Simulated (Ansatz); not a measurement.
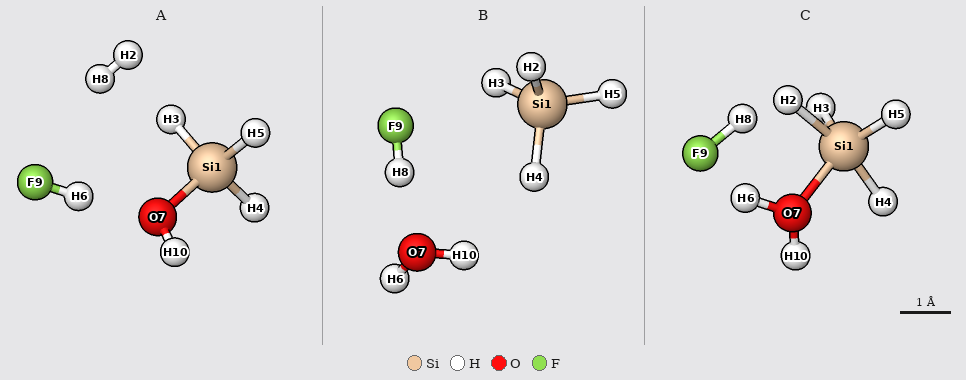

Three geometries of SiH$_{7}$OF: a saddle point and the two minima that it joins, in shuffled order. A ball-and-stick model, seen at a tilt. Sticks join atoms that are closer than about 1.2 times the sum of their covalent radii (a little more with hydrogen).

Stationary points at PBE0-D4/def2-TZVP, single-point energies with CCSD(T)/CBS, CAM-B3LYP-D4, B2PLYP, PBE-QIDH (def2-TZVPP where no basis is named; Ansatz 0.2.0). The energies are electronic, without zero-point or thermal terms, and both ends are the minima reached downhill from the saddle, with any fragments still in contact. CCSD(T)/CBS stands for a frozen-core estimate: MP2 correlation extrapolated from def2-TZVPP and def2-QZVPP, CCSD(T) minus MP2 from the smaller set.

Which frame is the transition state, what reaction does it lead through, and what barrier is to be expected?

Frame C is the saddle point. Counted by bonded pieces, B holds HF + H₂O + SiH₄ and A holds HF + H₂ + SiH₄O. From B over the saddle to A, bonds form: Si1–O7 (4.04 → 1.83 → 1.67 Å), H2–H8 (3.39 → 1.03 → 0.75 Å), H6–F9 (3.12 → 1.34 → 0.94 Å). Bonds break: Si1–H2 (1.48 → 1.73 → 3.61 Å), H6–O7 (0.96 → 1.06 → 1.67 Å), H8–F9 (0.95 → 1.13 → 2.58 Å). The saddle has one imaginary mode, 908i cm⁻¹. With CCSD(T)/CBS the barrier is 35.9 kcal/mol from B and 48.7 kcal/mol from A, and A lies 12.8 kcal/mol below B.

```csv
level,barrier from B (kcal/mol),barrier from A (kcal/mol),A less B (kcal/mol)
CCSD(T)/CBS,35.9,48.7,−12.8
CAM-B3LYP-D4,32.3,44.7,−12.4
B2PLYP,34.5,47.2,−12.7
PBE-QIDH,33.3,45.1,−11.9
```

Against CCSD(T)/CBS, B2PLYP comes closest on the barrier from B (−1.3 kcal/mol) and CAM-B3LYP-D4 misses most (−3.6 kcal/mol).
